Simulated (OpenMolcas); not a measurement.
**Ru⁵⁺ among point charges: CASSCF and CASPT2 levels and susceptibility**

How does a field of 4 point charges split the states of Ru⁵⁺, and what χT follows?

The numbers are computed with OpenMolcas 26.06 (state-averaged CASSCF and CASPT2, spin-orbit coupling by RASSI with atomic mean-field integrals), except any that are marked as measured or tabulated.

### Step 1. Starting point

| Property | Result |
| --- | --- |
| Species | Ru⁵⁺ (ruthenium, Z = 44, 39 electrons) |
| Basis | ANO-RCC-VDZP [6s5p3d1f], 43 functions |
| Scalar Hamiltonian | DKH2, point nucleus |
| Inactive shells | 1s 2s 2p 3s 3p 3d 4s 4p |
| Active space | 3 electrons in 5 orbitals (4d) |
| Some configurations of this space | 4d³ |
| Orbitals | optimised for each spin and parity, averaged over all roots |

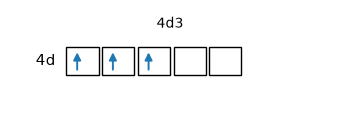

Occupation of the outer shells (arrows by Hund's rule).

The ion sits among 4 point charges of -1.5 e arranged as a tetrahedron (Td), 1.93 Å from the ion.

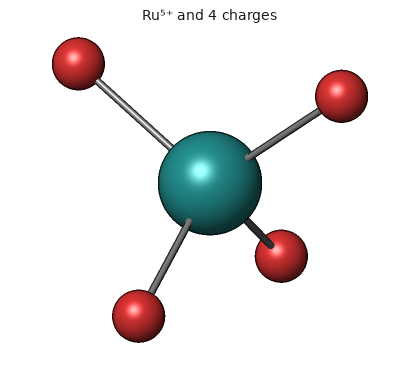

The ion and the point charges (red).

The work runs as a chain of OpenMolcas steps in one folder; each step below is one input file. Labels, J, g values, rates, χT and fits are worked out afterwards by a script from the matrices that RASSI stores.

### Step 2. Basis and integrals

a.inp reads:

```
&GATEWAY
Coord
1

Ru 0.0 0.0 0.0
Basis=ANO-RCC-VDZP
Group=NoSym
NoMove
AngMom=0.0 0.0 0.0
AMFI
XField
4 Angstrom 0
1.114286 1.114286 1.114286 -1.500000
1.114286 -1.114286 -1.114286 -1.500000
-1.114286 1.114286 -1.114286 -1.500000
-1.114286 -1.114286 1.114286 -1.500000
&SEWARD
```

The run is started by

```
> OMP_NUM_THREADS=1 MOLCAS_MEM=1689 MOLCAS_PROJECT=a pymolcas a.inp > a.log
```

### Step 3. CASSCF: quartets, 10 roots

a.inp reads:

```
&RASSCF
FileOrb=start.orb
Symmetry=1
Spin=4
nActEl=3 0 0
Inactive=18
Ras2=5
CIRoot=10 10 1
SDav=10
CIMx=300
Iter=120 100
PrWF=0.3
OrbListing=Nothing
MaxOrb=0
>>> COPY $Project.JobIph JOB001
```

start.orb holds the contracted functions of the basis, ordered by shell, or the orbitals of the step before.

### Step 4. Reference wave functions, doublets, 40 roots

a.inp reads:

```
&RASSCF
FileOrb=start.orb
Symmetry=1
Spin=2
nActEl=3 0 0
Inactive=18
Ras2=5
CIRoot=40 40 1
SDav=40
CIMx=300
Iter=120 100
PrWF=0.3
OrbListing=Nothing
MaxOrb=0
>>> COPY $Project.JobIph JOB002
```

### Step 5. RASSI: spin-orbit coupling between the states

a.inp reads:

```
&RASSI
NrOfJobIphs=2 10 40
1 2 3 4 5 6 7 8 9 10
1 2 3 4 5 6 7 8 9 10 11 12 13 14 15 16 17 18 19 20 21 22 23 24 25 26 27
28 29 30 31 32 33 34 35 36 37 38 39 40
IphNames
JOB001
JOB002
EJob
SpinOrbit
DIPRint=1.0
SOCoupling=1000.0
Subsets=2
Property=9
'ANGMOM' 1 'ANGMOM' 2 'ANGMOM' 3 'MLTPL  1' 1 'MLTPL  1' 2 'MLTPL  1' 3
'AMFI' 1 'AMFI' 2 'AMFI' 3
SOProperty=3
'ANGMOM' 1 'ANGMOM' 2 'ANGMOM' 3
```

### Step 6. CASPT2: IPEA 0.25, imaginary shift 0.1 (closed shells correlated: 4s 4p)

a.inp reads:

```
>>> COPY JOB001 $Project.JobIph
&CASPT2
Multistate=10 1 2 3 4 5 6 7 8 9 10
NoMult
Frozen=14
IPEA=0.25
Imaginary=0.1
MaxIter=60
WThr=0.0 0.3 0.05
PrWF=0.5
NoMix
>>> COPY JOB002 $Project.JobIph
&CASPT2
Multistate=40 1 2 3 4 5 6 7 8 9 10 11 12 13 14 15 16 17 18 19 20 21 22
23 24 25 26 27 28 29 30 31 32 33 34 35 36 37 38 39 40
NoMult
Frozen=14
IPEA=0.25
Imaginary=0.1
MaxIter=60
WThr=0.0 0.3 0.05
PrWF=0.5
NoMix
```

(Steps that only read results are left out.)

Before running it: what results should come out? Wanted: spin-free ground state; first state of the same spin within the active space; lowest level; next level.

**Answer**, as computed:

```
                                            quantity                                                                        value
                                              method  SS-CASPT2, IPEA 0.25, imaginary shift 0.1 (closed shells correlated: 4s 4p)
                              spin-free ground state                                              4T1, 3-fold in its orbital part
first state of the same spin within the active space                                                             4T2 at 1780 cm⁻¹
                                        lowest level                                                                    4-fold Γ8
                                          next level                                                                  1025.2 cm⁻¹
                                         χT at 300 K                                                               0.21 cm³ K/mol
                           effective moment at 300 K                                                                      1.28 μB
```

Cost by method:

| method | time of its own steps | time with the reference |
| --- | --- | --- |
| A. CASSCF | 13 s | 13 s |
| B. SS-CASPT2, IPEA 0.25, imaginary shift 0.1, +4s 4p | 4.8 s | 18 s |

Times are of one thread on a shared host.

What this shows: The spin-free ground state (4T1) comes to 100 % from free-ion F terms and keeps the highest spin of the shell. χT at 300 K is 0.21, against 1.88 cm³ K/mol for the spin alone, so spin-orbit coupling lowers it. A ligand-field fit to the states below 45000 cm-1 gives 10Dq = -2217 cm-1, B = 853 cm-1 and C = 3812 cm-1 (C/B = 4.47), with a deviation of 387 cm-1. CASPT2 does not keep the components of a term degenerate, and the means are used. The field of point charges can differ much from that of real complexes. This is an electrostatic model: the charges have no orbitals.
